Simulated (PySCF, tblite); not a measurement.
# C4H9BClN: dynamics, then NMR shifts on frames, part 2 of 2

tblite 0.8.0 and PySCF 2.14.0. Atoms count from 0. The steps go on from the part before.

### 5 NMR shieldings: 625 fs, PBE0/pcSseg-1

What the job is given:

```
{"job": {"kind": "nmr", "xc": "PBE0", "basis": "pcSseg-1", "pop": false}, "charge": 0, "multiplicity": 1}
C      2.286100     0.794200     0.350400
C      1.142300     0.057000     0.725300
N      0.180300    -0.449400     0.996000
B     -1.004100    -1.188500     1.197600
Cl    -0.292100    -2.910000     1.393900
C     -1.840600    -1.229100    -0.179100
C     -2.761000    -0.047200    -0.221000
H      2.754800     1.398900     1.120300
H      3.042100     0.198700    -0.114900
H      1.914000     1.568100    -0.255900
H     -1.484500    -0.866900     2.215200
H     -1.241400    -1.227000    -1.056100
H     -2.467600    -2.130200    -0.119000
H     -3.086500     0.062600    -1.228600
H     -3.586400    -0.116400     0.473300
H     -2.189300     0.861500     0.097500
```

Method: GIAO PBE0/pcSseg-1 NMR shielding, non-relativistic, gas phase.

The log of the run:

```text
coarse grid: 13696 points
cycle   1  E = -697.0173589978  dE =  1.052e+00  |g| = 5.707e-01  |ddm| = 3.457e+00
cycle   2  E = -696.8512039967  dE =  1.662e-01  |g| = 1.044e+00  |ddm| = 1.520e+00
cycle   3  E = -697.1090003640  dE = -2.578e-01  |g| = 1.726e-01  |ddm| = 8.646e-01
cycle   4  E = -697.1147582618  dE = -5.758e-03  |g| = 6.629e-02  |ddm| = 1.623e-01
cycle   5  E = -697.1156163942  dE = -8.581e-04  |g| = 1.596e-02  |ddm| = 4.874e-02
cycle   6  E = -697.1156800804  dE = -6.369e-05  |g| = 2.671e-03  |ddm| = 1.674e-02
cycle   7  E = -697.1156814654  dE = -1.385e-06  |g| = 8.152e-04  |ddm| = 2.622e-03
final grid: 127128 points
cycle   8  E = -697.1528585604  dE = -4.556e-05  |g| = 7.831e-03  |ddm| = 3.086e-02
cycle   9  E = -697.1528547424  dE =  3.818e-06  |g| = 8.675e-03  |ddm| = 1.318e-02
cycle  10  E = -697.1528726275  dE = -1.789e-05  |g| = 1.862e-03  |ddm| = 7.519e-03
cycle  11  E = -697.1528733122  dE = -6.848e-07  |g| = 5.607e-04  |ddm| = 1.391e-03
cycle  12  E = -697.1528733755  dE = -6.327e-08  |g| = 1.164e-04  |ddm| = 4.166e-04
cycle  13  E = -697.1528733785  dE = -2.967e-09  |g| = 2.428e-05  |ddm| = 1.103e-04
cycle  14  E = -697.1528733786  dE = -1.419e-10  |g| = 6.083e-06  |ddm| = 2.713e-05
converged SCF energy = -697.1528733786

GIAO shielding tensors (ppm)
atom      isotropic    diamagn.    paramagn.     s11        s22        s33       span
  0 C      191.699     249.416     -57.717    178.895    185.934    210.268     31.373
  1 C       71.794     273.928    -202.134     -8.678     -5.090    229.148    237.827
  2 N       45.840     327.733    -281.893   -110.597   -100.708    348.824    459.420
  3 B      123.559     187.461     -63.902    112.318    122.677    135.681     23.364
  4 Cl     883.319    1148.268    -264.950    689.671    940.948   1019.337    329.666
  5 C      160.460     249.551     -89.091    146.176    158.541    176.663     30.487
  6 C      170.821     249.245     -78.423    159.792    166.956    185.716     25.924
  7 H       29.491      25.877       3.615     24.680     26.461     37.333     12.652
  8 H       29.978      27.468       2.510     24.588     27.611     37.733     13.145
  9 H       30.358      31.434      -1.075     24.612     29.008     37.454     12.842
 10 H       29.322      30.239      -0.917     26.555     28.905     32.506      5.951
 11 H       31.749      34.198      -2.449     28.376     32.314     34.557      6.180
 12 H       30.101      30.557      -0.456     24.821     31.172     34.310      9.489
 13 H       30.842      30.261       0.581     25.418     28.622     38.485     13.067
 14 H       30.669      29.433       1.236     26.848     28.344     36.814      9.966
 15 H       30.575      32.338      -1.764     25.760     30.765     35.199      9.439
```

It took 14 s on 1 thread of Intel Xeon 6975P-C, shared host; peak memory 0.96 GiB.

This run: δ C1 115.1, C5 26.5, C6 16.1, C0 -4.8, H10 2.40, H7 2.23 ppm.

### 6 Shielding tensors: 800 fs, PBE0/pcSseg-1

What the job is given:

```
{"job": {"kind": "nmr", "xc": "PBE0", "basis": "pcSseg-1", "pop": false}, "charge": 0, "multiplicity": 1}
C      2.542000     0.617300     0.854300
C      1.272900     0.050700     1.085100
N      0.288900    -0.475800     1.369900
B     -0.922500    -1.241300     1.540700
Cl    -0.249800    -3.069900     1.619800
C     -1.848200    -1.052400     0.217000
C     -2.341200     0.444900     0.125900
H      3.114900     0.468200     1.708600
H      2.923000     0.126000    -0.054000
H      2.429100     1.692600     0.664800
H     -1.471200    -0.995600     2.574500
H     -1.248200    -1.255100    -0.705900
H     -2.681800    -1.720800     0.226000
H     -2.812100     0.765100    -0.817400
H     -3.106900     0.568200     0.915300
H     -1.556700     1.152100     0.409500
```

With the program's defaults for keys left out, this is: GIAO PBE0/pcSseg-1 NMR shielding, non-relativistic, gas phase.

The log of the run:

```text
coarse grid: 13696 points
cycle   1  E = -697.0376253625  dE =  7.223e-01  |g| = 5.435e-01  |ddm| = 3.378e+00
cycle   2  E = -696.8578234214  dE =  1.798e-01  |g| = 1.058e+00  |ddm| = 1.468e+00
cycle   3  E = -697.1240843708  dE = -2.663e-01  |g| = 1.755e-01  |ddm| = 8.346e-01
cycle   4  E = -697.1299844933  dE = -5.900e-03  |g| = 7.234e-02  |ddm| = 1.691e-01
cycle   5  E = -697.1310359489  dE = -1.051e-03  |g| = 1.557e-02  |ddm| = 5.168e-02
cycle   6  E = -697.1310975669  dE = -6.162e-05  |g| = 2.901e-03  |ddm| = 1.590e-02
cycle   7  E = -697.1310992546  dE = -1.688e-06  |g| = 1.041e-03  |ddm| = 3.073e-03
final grid: 127128 points
cycle   8  E = -697.1691574188  dE = -4.025e-05  |g| = 7.770e-03  |ddm| = 2.717e-02
cycle   9  E = -697.1691538293  dE =  3.589e-06  |g| = 8.564e-03  |ddm| = 1.283e-02
cycle  10  E = -697.1691711438  dE = -1.731e-05  |g| = 2.006e-03  |ddm| = 7.191e-03
cycle  11  E = -697.1691719392  dE = -7.954e-07  |g| = 6.169e-04  |ddm| = 1.462e-03
cycle  12  E = -697.1691720173  dE = -7.814e-08  |g| = 1.101e-04  |ddm| = 4.376e-04
cycle  13  E = -697.1691720201  dE = -2.797e-09  |g| = 2.359e-05  |ddm| = 1.145e-04
cycle  14  E = -697.1691720202  dE = -1.294e-10  |g| = 7.127e-06  |ddm| = 2.637e-05
converged SCF energy = -697.1691720202

GIAO shielding tensors (ppm)
atom      isotropic    diamagn.    paramagn.     s11        s22        s33       span
  0 C      187.414     250.403     -62.989    178.411    182.114    201.717     23.305
  1 C       60.996     272.912    -211.916    -22.947    -21.050    226.986    249.932
  2 N       41.561     330.543    -288.981   -114.234   -103.955    342.873    457.107
  3 B      116.500     186.617     -70.117     99.766    118.645    131.090     31.324
  4 Cl     897.049    1147.743    -250.694    720.999    921.330   1048.818    327.818
  5 C      160.060     251.589     -91.529    149.353    158.159    172.668     23.314
  6 C      171.109     247.956     -76.847    158.296    167.886    187.145     28.849
  7 H       30.337      26.122       4.214     24.924     28.527     37.559     12.635
  8 H       28.770      28.211       0.559     23.478     27.239     35.592     12.113
  9 H       29.123      28.169       0.953     24.106     26.935     36.327     12.222
 10 H       28.516      28.826      -0.310     25.783     28.593     31.172      5.389
 11 H       30.543      33.284      -2.741     26.745     30.502     34.382      7.637
 12 H       30.821      31.236      -0.415     25.883     30.490     36.089     10.206
 13 H       30.296      29.976       0.320     25.872     27.166     37.849     11.977
 14 H       30.292      29.046       1.246     26.114     27.983     36.779     10.666
 15 H       31.266      34.056      -2.790     26.298     31.941     35.559      9.261
```

It took 14 s on 1 thread of Intel Xeon 6975P-C, shared host; peak memory 0.82 GiB.

In short: δ C1 125.9, C5 26.9, C6 15.8, C0 -0.5, H10 3.20, H8 2.95 ppm.

### 7 Nuclear shieldings: 1000 fs, PBE0/pcSseg-1

What the job is given:

```
{"job": {"kind": "nmr", "xc": "PBE0", "basis": "pcSseg-1", "pop": false}, "charge": 0, "multiplicity": 1}
C      2.662800     0.645900     1.529200
C      1.417100    -0.042600     1.355800
N      0.405900    -0.584300     1.306200
B     -0.976200    -0.965300     1.234700
Cl    -0.927900    -2.868700     1.317200
C     -1.790300    -0.346700    -0.087400
C     -1.705000     1.151900    -0.081500
H      3.239400     0.058300     2.250200
H      3.134700     0.548800     0.518200
H      2.501300     1.630000     1.788600
H     -1.501700    -0.543200     2.219700
H     -1.392300    -0.766500    -1.052700
H     -2.835100    -0.671500     0.063700
H     -2.387500     1.498900    -0.912400
H     -1.914800     1.643400     0.878300
H     -0.669500     1.489600    -0.334200
```

With the program's defaults for keys left out, this is: GIAO PBE0/pcSseg-1 NMR shielding, non-relativistic, gas phase.

The log of the run:

```text
coarse grid: 13696 points
cycle   1  E = -697.0301567844  dE =  7.451e-01  |g| = 5.537e-01  |ddm| = 3.384e+00
cycle   2  E = -696.8263928440  dE =  2.038e-01  |g| = 1.105e+00  |ddm| = 1.497e+00
cycle   3  E = -697.1205432106  dE = -2.942e-01  |g| = 1.648e-01  |ddm| = 8.736e-01
cycle   4  E = -697.1256544810  dE = -5.111e-03  |g| = 7.329e-02  |ddm| = 1.663e-01
cycle   5  E = -697.1267193477  dE = -1.065e-03  |g| = 1.815e-02  |ddm| = 5.499e-02
cycle   6  E = -697.1268027895  dE = -8.344e-05  |g| = 3.003e-03  |ddm| = 1.936e-02
cycle   7  E = -697.1268045345  dE = -1.745e-06  |g| = 1.058e-03  |ddm| = 3.297e-03
final grid: 127128 points
cycle   8  E = -697.1647311710  dE = -4.229e-05  |g| = 7.624e-03  |ddm| = 2.915e-02
cycle   9  E = -697.1647267900  dE =  4.381e-06  |g| = 8.653e-03  |ddm| = 1.273e-02
cycle  10  E = -697.1647443011  dE = -1.751e-05  |g| = 2.059e-03  |ddm| = 7.147e-03
cycle  11  E = -697.1647451541  dE = -8.529e-07  |g| = 6.117e-04  |ddm| = 1.493e-03
cycle  12  E = -697.1647452312  dE = -7.711e-08  |g| = 1.184e-04  |ddm| = 4.389e-04
cycle  13  E = -697.1647452344  dE = -3.243e-09  |g| = 2.848e-05  |ddm| = 1.213e-04
cycle  14  E = -697.1647452346  dE = -2.065e-10  |g| = 7.739e-06  |ddm| = 3.498e-05
converged SCF energy = -697.1647452346

GIAO shielding tensors (ppm)
atom      isotropic    diamagn.    paramagn.     s11        s22        s33       span
  0 C      185.848     250.926     -65.079    177.570    180.371    199.602     22.032
  1 C       62.263     274.178    -211.915    -22.614    -15.982    225.384    247.998
  2 N       45.450     330.962    -285.513   -105.177    -99.318    340.843    446.020
  3 B      117.586     184.617     -67.031     98.522    120.466    133.770     35.248
  4 Cl     972.948    1147.591    -174.643    878.530    995.740   1044.573    166.043
  5 C      159.250     250.287     -91.037    149.912    159.549    168.288     18.377
  6 C      168.788     250.709     -81.921    156.352    165.958    184.054     27.702
  7 H       28.916      24.538       4.378     23.639     27.043     36.066     12.427
  8 H       28.436      28.185       0.250     23.145     26.861     35.301     12.156
  9 H       30.658      29.585       1.073     25.570     28.802     37.601     12.030
 10 H       28.293      29.282      -0.989     26.157     28.520     30.201      4.044
 11 H       30.139      32.064      -1.925     26.148     29.689     34.581      8.434
 12 H       29.997      30.100      -0.104     25.400     29.685     34.905      9.506
 13 H       28.877      28.859       0.018     23.481     26.692     36.459     12.979
 14 H       30.463      30.862      -0.400     26.954     28.323     36.111      9.158
 15 H       30.470      34.450      -3.979     26.557     29.733     35.121      8.565
```

Run time: 13 s. Hardware: 1 thread of Intel Xeon 6975P-C, shared host; peak memory 0.91 GiB.

This run: δ C1 124.7, C5 27.7, C6 18.1, C0 1.1, H10 3.42, H8 3.28 ppm.

### 8 Run by run: NMR shifts

Shifts (ppm) of some atoms, chosen among heavy atoms and hydrogens apart, with basis size and wall time:

```csv
frame,C1,C5,C0,H7,H13,N2,Cl4,functions,time
250 fs,125.3,32.7,8.3,3.74,1.26,233.8,30,171,14 s
425 fs,124.3,19.9,3.6,2.85,0.40,237.2,48,171,14 s
625 fs,115.1,26.5,-4.8,2.23,0.88,221.9,66,171,14 s
800 fs,125.9,26.9,-0.5,1.38,1.42,226.2,53,171,14 s
1000 fs,124.7,27.7,1.1,2.80,2.84,222.3,-23,171,13 s
```

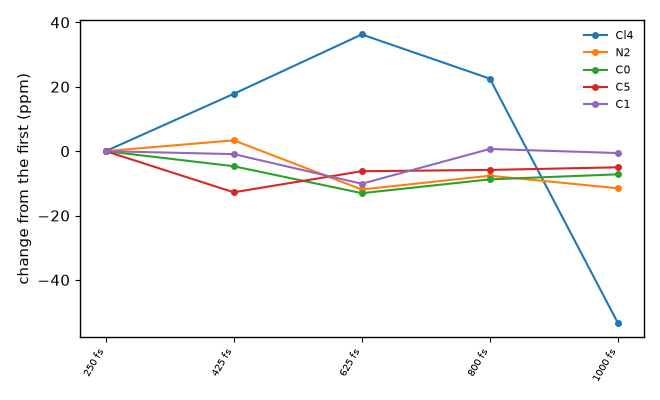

How five of the tabulated atoms move from run to run.

### 9 Summary of results

What follows sums up all 2 parts.

| quantity | value |
| --- | --- |
| thermostat | 200 K |
| mean temperature, second half | 211 K |
| mean potential energy above the minimum | 0.36 eV |
| 13C shifts against TMS (PBE0/pcSseg-1, 250 fs) | 125.3, 32.7, 16.3, 8.3 ppm |
| 1H shifts against TMS (PBE0/pcSseg-1, 250 fs) | 3.89, 3.74, 2.83, 2.44, 2.10, 1.26, 1.16, 1.00, 0.57 ppm |
| 15N shifts against NH3 (PBE0/pcSseg-1, 250 fs) | 233.8 ppm |
| 11B shifts against BF3·OEt2 (PBE0/pcSseg-1, 250 fs) | -17.3 ppm |
| 35Cl shifts against HCl (PBE0/pcSseg-1, 250 fs) | 30 ppm |
| range of the shift of Cl4 | -23 to 66 ppm |

In the second half the potential energy averages 0.36 eV above the minimum; equipartition over 42 harmonic modes at 200 K would give 0.36 eV. With 16 atoms the temperature swings widely (85 to 324 K). Shifts at one fixed geometry are not the observed spectrum, which averages over the motion. In the first frame run (250 fs): Shielding is most anisotropic at N2 (span 471 ppm, paramagnetic term -299 ppm). Across the 5 runs the shift of Cl4 moves most, between -23 (1000 fs) and 66 ppm (625 fs).
